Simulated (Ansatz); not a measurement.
Input file:

```
crystal:
  periodic: [false, false, false]
  atoms:
    - symbol: C
      position_ang: [0.732646, 0.688510, -0.629933]
    - symbol: Be
      position_ang: [1.598634, 0.551405, 0.794678]
    - symbol: Ge
      position_ang: [-1.077846, -0.046640, -0.479704]
    - symbol: H
      position_ang: [-1.597988, 1.140278, 0.464978]
    - symbol: H
      position_ang: [0.702359, 1.782939, -0.744074]
    - symbol: H
      position_ang: [2.270776, 0.460229, 1.945855]
    - symbol: H
      position_ang: [1.287249, 0.228779, -1.452810]
basis:
  gaussian: {orbitals: def2-TZVPD}
hamiltonian: {xc: {name: PBE0}}
output: {forces: true, orbitals: {seedname: orbitals}}
```

Command:

```sh
ansatz run input.yaml --threads 2 --pin off --max-ram 4350MiB --events-out events.jsonl --progress --plain --runs-dir runs
```

Geometry: PBE0-D4/def2-TZVP.

All numbers below come from Ansatz, isolated molecule in a Gaussian basis; Kohn-Sham density functional theory, functional PBE0.

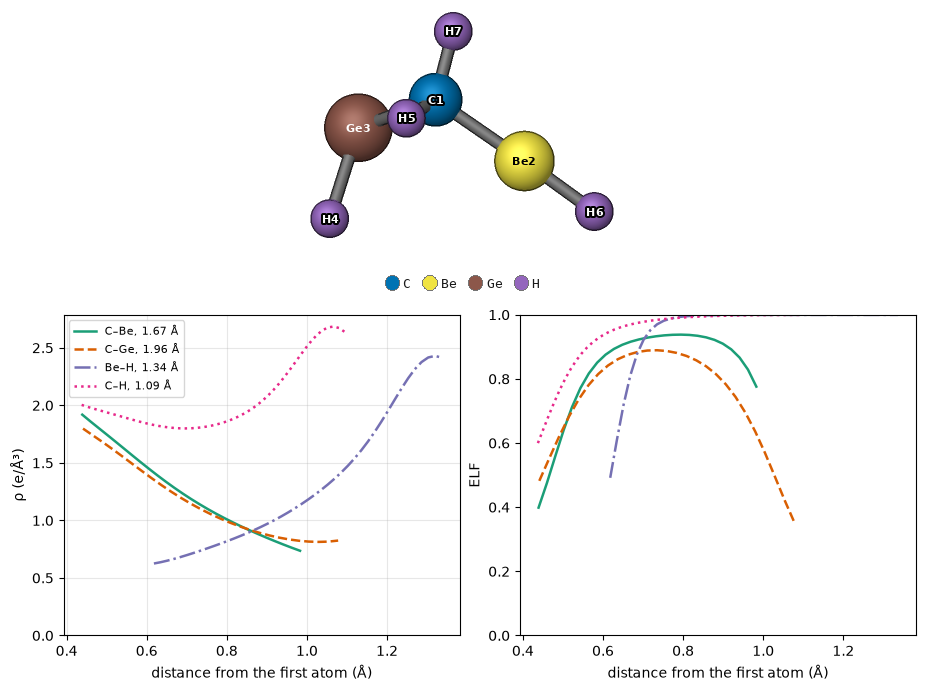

CH4BeGe (SMILES [BeH][CH2][GeH]). Total electron density and ELF along straight lines between neighbouring atoms. The curves leave out the atomic cores. The structure is drawn too.

**What can be read from the curves?**

C–Be (1.67 Å): the density is about 0.95 e/Å³ at the midpoint; the ELF peaks at about 0.95 between the atoms; a shared but strongly polarised pair.
C–Ge (1.96 Å): ρ is about 0.82 e/Å³ halfway; the ELF peaks at about 0.90 in the valence shell of C, 0.7 Å from its nucleus, and is about 0.65 at the midpoint.
Be–H (1.34 Å): ρ at the midpoint is about 0.67 e/Å³; the ELF climbs to about 1 towards the hydrogen.
C–H (1.09 Å): ρ is about 1.9 e/Å³ halfway; the ELF climbs to about 1 towards the hydrogen: a covalent bond by its length.
